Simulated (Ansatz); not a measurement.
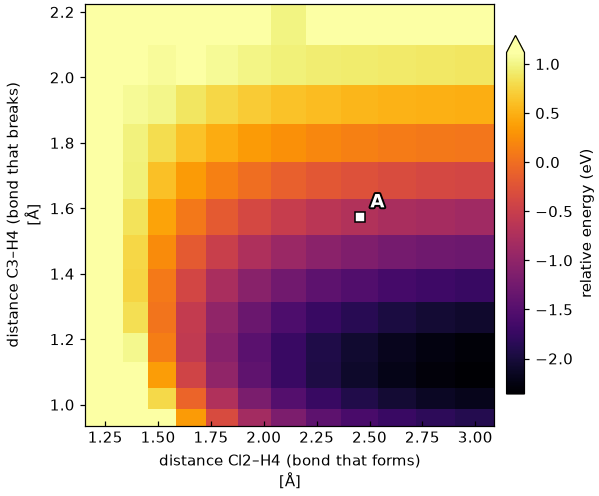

The reacting system CH₄AlCl. Coordinates scanned: (1) distance Cl2–H4 (bond that forms); (2) distance C3–H4 (bond that breaks). Relaxed at each point: all other coordinates. The grid has 13 × 13 points. Points are written as (first, second). All energies are given in eV relative to a guessed transition structure relaxed with its forming and breaking bonds held. Energies and slopes of some neighbouring points disagree (a jump in structure or state, or too coarse a mesh). The reference is spin-restricted, so regions where a bond is pulled apart into radicals lie too high. Level of theory: Ansatz 0.2.0, RKS SPW92 (LDA)/def2-SVP.

The picture shows one coloured cell a grid point, one colour for all values above the top of the scale, the point A.

Is A at rest? If not, where is it pushed?

A, at (2.453 Å, 1.575 Å), is not a stationary point. The computed force is 0.42 eV for each Å towards larger values of the first coordinate and 4 eV for each Å towards smaller values of the second coordinate.
